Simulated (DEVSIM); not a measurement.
Device: Si/Ge p-n heterojunction, at 300 K.

```
layer (left to right)  material  thickness (μm)  Nd (cm⁻³)  Na (cm⁻³)  τn (s)  τp (s)
---------------------  --------  --------------  ---------  ---------  ------  ------
1                            Si          0.0360          -     1.2e17  3.1e-7  3.1e-7
2                            Ge            3.90     1.9e18          -  3.1e-7  3.1e-7
```

Left contact: ohmic. Right contact: ohmic. Voltage is applied to the left contact. Recombination: SRH at mid-gap, radiative, Auger. Mobility is μmin + (μ − μmin)/(1 + (N/Nref)^α).

This is a model device: material constants are rounded textbook-type values typed into the input, and sizes, dopings and lifetimes were drawn at random. Values at 300 K.

| parameter | Si | Ge |
|---|---|---|
| gap (eV) | 1.124 | 0.664 |
| affinity (eV) | 4.05 | 4 |
| permittivity | 11.7 | 16 |
| Nc (cm⁻³) | 2.86e19 | 1.04e19 |
| Nv (cm⁻³) | 3.1e19 | 6e18 |
| μn (cm²/Vs) | 1417 | 3900 |
| μp (cm²/Vs) | 470 | 1900 |
| μn,min | 52 | 150 |
| μp,min | 45 | 100 |
| Nref,n | 9.7e16 | 2.6e17 |
| Nref,p | 2.2e17 | 4e17 |
| αn | 0.68 | 0.56 |
| αp | 0.72 | 0.6 |
| B (cm³/s) | 4.7e-15 | 6.4e-14 |
| Cn (cm⁶/s) | 2.8e-31 | 1e-31 |
| Cp (cm⁶/s) | 9.9e-32 | 1e-31 |

Model (solved in DEVSIM): 1D drift-diffusion, Boltzmann statistics, complete ionisation; no tunnelling, impact ionisation, image-force lowering or self-heating. Band offsets follow the typed affinities; no thermionic-emission limit at abrupt steps, no polarisation charge.

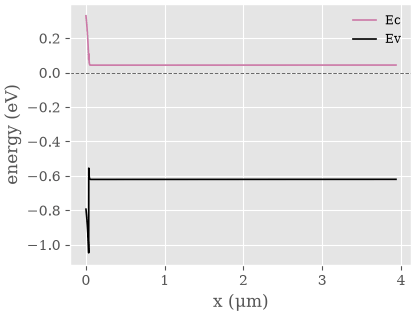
Fig. 1. Band edges at 0.65 V on the left contact

Energies count from the Fermi level of the right contact; mesh points crowd at the junctions.

| x (μm) | Ec (eV) | Ev (eV) | n (cm⁻³) | p (cm⁻³) | field (V/cm) |
|---|---|---|---|---|---|
| 0.000 | 0.330 | -0.794 | 970 | 1.2e17 | -45000 |
| 0.004356 | 0.310 | -0.814 | 9.9e13 | 5.5e16 | -48000 |
| 0.01157 | 0.273 | -0.851 | 6.8e14 | 1.3e16 | -58000 |
| 0.02140 | 0.207 | -0.917 | 9.2e15 | 1.0e15 | -76000 |
| 0.03190 | 0.114 | -1.010 | 3.4e17 | 2.3e13 | -110000 |
| 0.03600 | 0.109 | -0.555 | 1.5e17 | 4.3e16 | -160000 |
| 0.04042 | 0.067 | -0.597 | 7.6e17 | 8.5e15 | -60000 |
| 0.05474 | 0.044 | -0.620 | 1.9e18 | 3.5e15 | -1300 |
| 0.07637 | 0.043 | -0.621 | 1.9e18 | 3.4e15 | ≈ 0 |
| 0.1215 | 0.043 | -0.621 | 1.9e18 | 3.3e15 | ≈ 0 |
| 0.2116 | 0.043 | -0.621 | 1.9e18 | 3.3e15 | ≈ 0 |
| 0.4731 | 0.043 | -0.621 | 1.9e18 | 3.0e15 | ≈ 0 |
| 0.9141 | 0.044 | -0.620 | 1.9e18 | 2.7e15 | ≈ 0 |
| 1.796 | 0.044 | -0.620 | 1.9e18 | 1.9e15 | ≈ 0 |
| 3.039 | 0.044 | -0.620 | 1.9e18 | 7.9e14 | ≈ 0 |
| 3.490 | 0.044 | -0.620 | 1.9e18 | 3.9e14 | ≈ 0 |
| 3.715 | 0.044 | -0.620 | 1.9e18 | 1.9e14 | ≈ 0 |
| 3.828 | 0.044 | -0.620 | 1.9e18 | 9.5e13 | ≈ 0 |
| 3.895 | 0.044 | -0.620 | 1.9e18 | 3.6e13 | ≈ 0 |
| 3.918 | 0.044 | -0.620 | 1.9e18 | 1.6e13 | ≈ 0 |
| 3.929 | 0.044 | -0.620 | 1.9e18 | 5.9e12 | ≈ 0 |
| 3.936 | 0.044 | -0.620 | 1.9e18 | 2.3e8 | ≈ 0 |
